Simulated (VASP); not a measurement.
Band structure of ZnSe (relaxed from the layer:beta-GaS structure). Level of theory: r2SCAN meta-GGA, VASP's PBE PAW potentials (set 64) (plane waves; VASP).

The cell holds a wide vacuum, so values per volume refer to the whole cell.

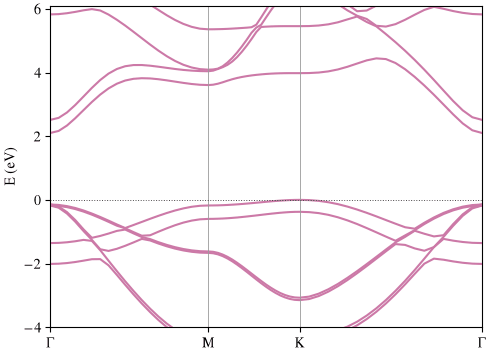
Bands along high-symmetry lines, zero at the valence-band maximum or, without a gap, the Fermi level

**Question.** Read the plot: is there a gap, and where are the band edges?

**Answer.** The gap is indirect, 2.10 eV, from the valence maximum at K to the conduction minimum at Γ.

The cell is a sheet with vacuum, built from a generated structure.
